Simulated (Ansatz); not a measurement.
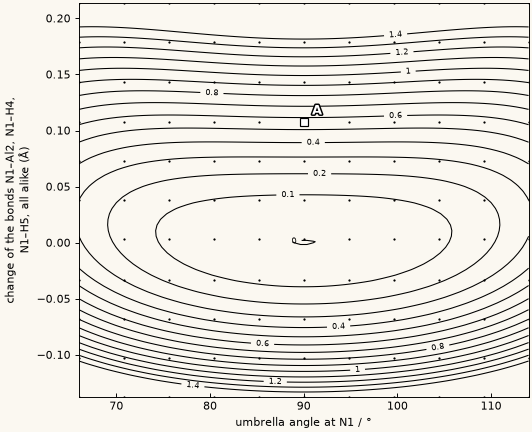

AlH₃NO, SMILES [NH2][AlH][O], spin multiplicity 2. First axis: umbrella angle at N1 (between each of its bonds and their common axis; 90 is planar). Second axis: change of the bonds N1–Al2, N1–H4, N1–H5, all alike. Nothing is relaxed (all other coordinates rigid). The scan uses an 11 × 11 grid; 66 points were computed and 55 follow by symmetry. Points are written as (first, second). All energies are given in eV relative to the lowest grid point. Computed with UKS PBE0-D4/def2-TZVP in Ansatz 0.2.0.

The picture shows contour lines labelled in eV (none above 1.4), dots at the grid points, the point A. Between grid points the surface is interpolated.

Is A at rest? If not, where is it pushed?

Answer. A, at (90.0°, 0.108 Å), is not a stationary point. The computed force is nearly zero along the first coordinate and 9.4 eV for each Å towards smaller values of the second coordinate.
